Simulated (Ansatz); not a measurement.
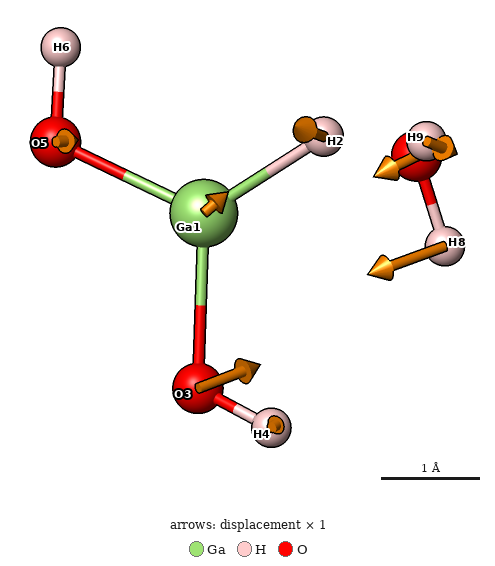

This is a relaxation of GaH5O3. The starting structure is drawn; orange arrows show the displacements, at their true length. The two geometries are superimposed by the best rigid fit.

The picture is a ball-and-stick view, seen at a tilt.

The run prepares an end point of a later path (reaction) calculation, from a guessed geometry.

Level of theory: Ansatz 0.2.0, RKS PBE-D4/def2-SVP.

The input:
```yaml
crystal:
  periodic: [false, false, false]
  atoms:
    - { symbol: Ga, position_ang: [-0.104793, -0.425729, -0.080157] }
    - { symbol: H, position_ang: [-0.100308, -0.525743, 1.491598] }
    - { symbol: O, position_ang: [1.411895, -0.342491, -1.049942] }
    - { symbol: H, position_ang: [2.204439, -0.476256, -0.499469] }
    - { symbol: O, position_ang: [-1.559415, -0.464973, -1.129209] }
    - { symbol: H, position_ang: [-2.382119, -0.445297, -0.607844] }
    - { symbol: O, position_ang: [-0.026529, 2.169575, 1.377002] }
    - { symbol: H, position_ang: [0.885064, 2.404216, 1.113313] }
    - { symbol: H, position_ang: [0.095265, 1.298697, 1.839608] }
basis:
  gaussian: { orbitals: def2-SVP }
hamiltonian:
  xc: pbe
  dispersion: d4
relax:
  f_tol: 0.03
  max_steps: 50
```

Command:
```bash
ansatz run input.yaml --threads 2 --pin off --max-ram 3072MiB --backend cpu --events-out ev --progress --plain --runs-dir out
```

Question: Describe the change and its energy.

Answer: Over 14 accepted moves (15 points after the start) the energy falls by 13.6 kcal/mol. Largest force component: 0.74 eV/Å at the start, 0.028 eV/Å at the end. The line search rejected the trial step at point 9 of the run. The largest move after the best rigid fit is that of H8, 0.98 Å. By element the largest moves are H 0.98 Å, O 0.84 Å, Ga 0.36 Å. Near-neighbour distances that change, for instance: Ga1–H8 3.227 → 2.223 Å, Ga1–O7 2.977 → 2.170 Å, Ga1–O3 1.802 → 1.863 Å, O7–H8 0.978 → 1.010 Å. New bonds form, among them: Ga1–O7 (2.98 → 2.17 Å). Bond angles that change, for instance: Ga1–O3–H4 112.0° → 115.5°, O3–Ga1–O5 111.6° → 109.1°, H8–O7–H9 102.8° → 104.9°. Groups turn about Ga1–O3 by about 30°.
